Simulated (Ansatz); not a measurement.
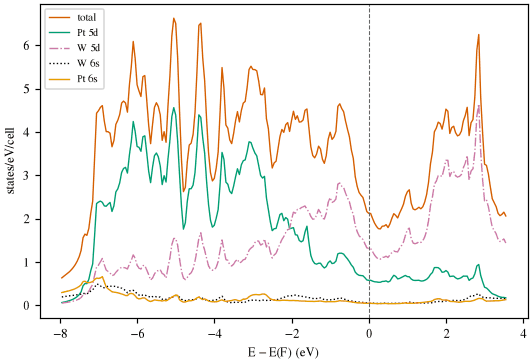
*Total and projected density of states of PtW in space group Cmcm (No. 63; W on 4c, Pt on 4c), DFT-PBEsol in the program Ansatz with PAW potentials*

**Question.** Which orbitals carry the states next to the Fermi level?

**Answer.** Within 0.5 eV of the Fermi level: W 5d 61 %, Pt 5d 28 %, outside the projected shells 6 %. Projections are on Löwdin-orthogonalised atomic valence shells; empty p or d shells of many metals are not among them.

**Question.** Where is the tallest occupied peak in this window, and what makes it?

**Answer.** Near -5.1 eV, about 6.6 states/eV per cell; the largest projected share is Pt 5d.

The start of the workflow was typed in or built on a structure type; neither database checked (COD, Materials Project) lists it. Whether it is the stable phase at ambient conditions was not checked. Symmetry was held in the PBEsol relaxation; its stability against distortions is not shown here. The run is not spin-polarised. Spin–orbit coupling is left out wherever it is not named.

Potentials: the earlier of the program's two PAW sets. The files were generated under PBE; for other functionals the program regenerates the frozen cores, and for LDA and PBEsol the local potential too.
